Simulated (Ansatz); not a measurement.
La2Ir (space group P-3m1, No. 164): coordinates from a relaxation with DFT PBE, scalar-relativistic, plane waves, PAW (Ansatz); the starting structure was generated, so it need not be a known form of this composition.

```cif
data_structure
_symmetry_space_group_name_H-M 'P 1'
_symmetry_Int_Tables_number 1
_cell_length_a 4.2604
_cell_length_b 4.2604
_cell_length_c 6.7010
_cell_angle_alpha 90.000
_cell_angle_beta 90.000
_cell_angle_gamma 120.000
_cell_volume 105.34
loop_
_atom_site_label
_atom_site_type_symbol
_atom_site_fract_x
_atom_site_fract_y
_atom_site_fract_z
_atom_site_occupancy
La1 La 0.33333 0.66667 0.22366 1
La2 La 0.66667 0.33333 0.77634 1
Ir1 Ir 0.00000 0.00000 0.00000 1
```

Describe the stacking along c, with columns A (0, 0), B (1/3, 2/3), C (2/3, 1/3) of the hexagonal mesh.

Ir(A) – La(B) – La(C) (three layers in 6.70 Å).

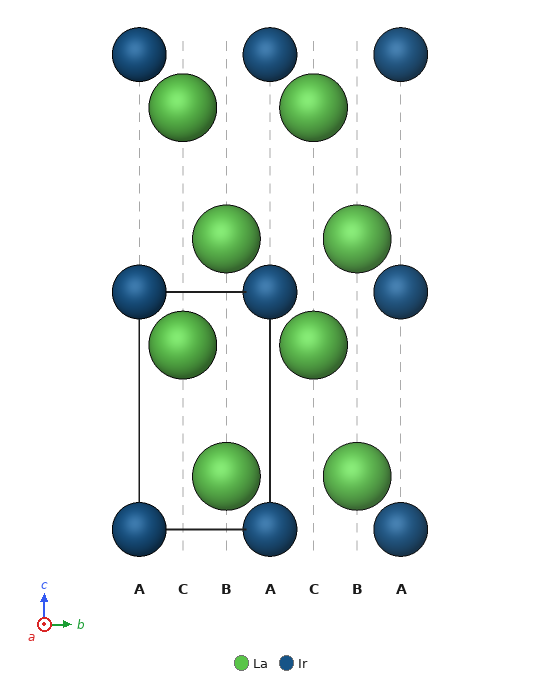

Projection along an edge of the hexagonal mesh, stacking direction c upwards. The dashed lines mark the three columns A (0, 0), B (1/3, 2/3) and C (2/3, 1/3). The sequence starts with the first layer at or above the cell's origin.
